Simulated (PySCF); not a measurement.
SMILES [Si]([SiH2][Al]([CH3])[CH3])(C)(O)O (C₃H₁₃AlO₂Si₂) at its GFN2-xTB optimised geometry (Å):

```
21

Si     0.9799    -0.7433    -1.4978
C      2.4367    -1.7375    -0.7782
O      1.7773     0.5603    -2.0932
O      0.2954    -0.0671     0.0000
Si    -1.2096    -1.1223    -2.2059
Al    -1.5962    -0.0671     0.0000
C     -2.0914    -1.3094     1.4883
C     -2.0969     1.8721     0.0000
H      2.9376    -2.3012    -1.5573
H      3.1794    -1.0899    -0.3168
H      2.0932    -2.4475    -0.0317
H      1.3548     1.1752    -2.6844
H      0.9166     0.2824     0.6447
H     -1.2637    -2.5582    -2.5724
H     -1.2100    -0.5412    -3.5787
H     -1.6667    -1.0383     2.4635
H     -3.1752    -1.3364     1.6384
H     -1.7871    -2.3475     1.3055
H     -1.8163     2.4011    -0.9195
H     -1.6559     2.4475     0.8245
H     -3.1794     1.9998     0.1008
```

Calculation: PySCF with CAM-B3LYP/def2-SVP. Cells within 0.4 Å of a nucleus heavier than hydrogen are left out (blank, or x).

Map of the electron localisation function on the plane z = 0.0 Å:

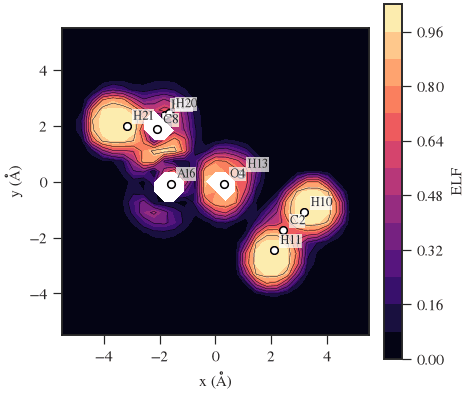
Electron localisation function on the plane z = 0.0 Å.
